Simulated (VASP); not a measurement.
Band structure of TiC (rock salt). Calculation: revPBE GGA, VASP's PBE PAW potentials (set 64) (plane waves; VASP).

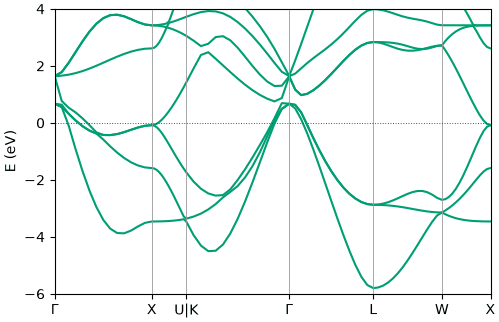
*Bands along high-symmetry lines, zero at the valence-band maximum or, without a gap, the Fermi level*

Task: Read the plot: is there a gap, and where are the band edges?

Result: It has no gap at this level: it comes out as a metal or semimetal. (Edges off the drawn lines would not show.)

The compound is TiC in the rock salt structure. It was relaxed first.
